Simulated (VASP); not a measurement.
Band structure of CdF₂ (fluorite). Level of theory: PW91 GGA, VASP's PBE PAW potentials (set 64) (plane waves; VASP).

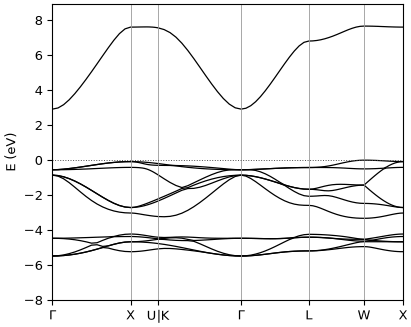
Figure: Bands along high-symmetry lines, zero at the valence-band maximum or, without a gap, the Fermi level

Q: Read the plot: is there a gap, and where are the band edges?

A: The gap is indirect, 2.92 eV, from the valence maximum at W to the conduction minimum at Γ. (Edges off the drawn lines would not show.)

Measured: gap 7.80 eV (computed value off by -4.88 eV), as given by Giancarlo Cappellini et al., Physical Review B (2013), arXiv:1302.2571.

The compound is CdF2 in the fluorite structure. It was relaxed first.
